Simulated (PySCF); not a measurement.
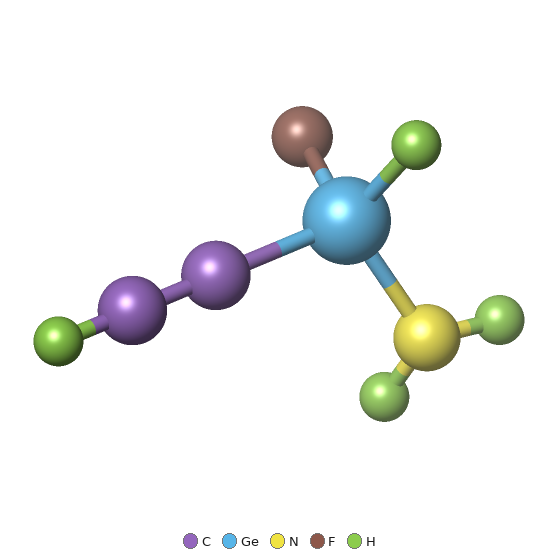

Computed geometry: PBE0-D3(BJ)/def2-SVP optimisation. No frequency run is at hand to confirm it as a minimum.

Give the structural formula.

SMILES: C#[C][Ge@@H]([NH2])[F]

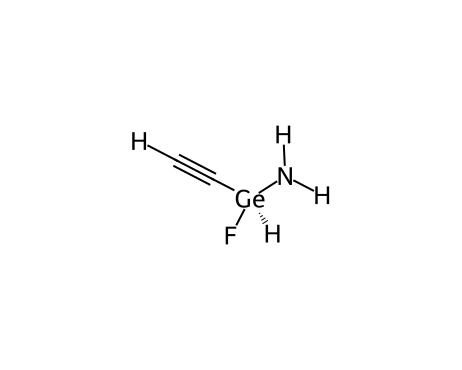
